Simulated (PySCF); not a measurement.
Molecule: ethyl methyl carbonate, C₄H₈O₃, SMILES CCOC(=O)OC. Atoms near the plane z = 0.0 Å, at the GFN2-xTB optimised geometry (x, y, z in Å): C1 (-2.7, 1.0, 0.0), C2 (-1.2, 1.4, 0.0), O3 (-0.4, 0.2, 0.0), C4 (0.9, 0.3, 0.0), O5 (1.5, 1.3, 0.0), O6 (1.5, -0.9, 0.0), C7 (2.9, -0.9, 0.0), H8 (-2.9, 0.4, 0.9), H9 (-3.3, 1.9, 0.0), H10 (-2.9, 0.4, -0.9), H11 (-0.9, 1.9, -0.9), H12 (-0.9, 1.9, 0.9), H13 (3.2, -1.9, 0.0), H14 (3.3, -0.4, -0.9), H15 (3.3, -0.4, 0.9).

Computed with PySCF with PBE0/def2-TZVP. Cells within 0.4 Å of a nucleus heavier than hydrogen are left out (blank, or x). The values are rescaled to run from 0 to 1.

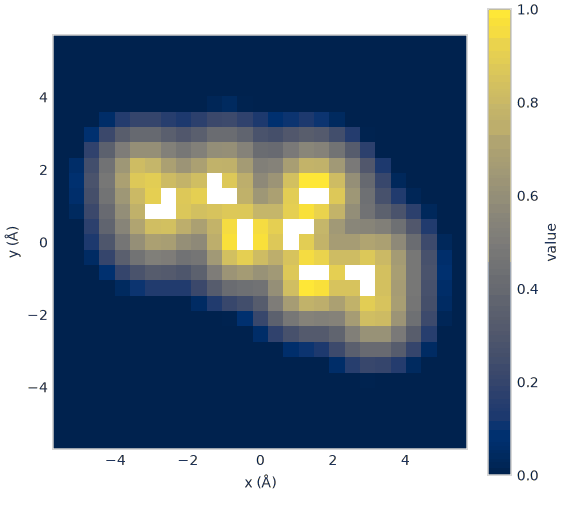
a field on the plane z = 0.0 Å.

Q: Which quantity is mapped?
(A) electrostatic potential
(B) log10 of the electron density
(C) deformation density (molecule minus spherical neutral atoms)
(D) electron localisation function

A: B, log10 of the electron density. In full: log10 of the electron density (e/bohr³), floored at −4.
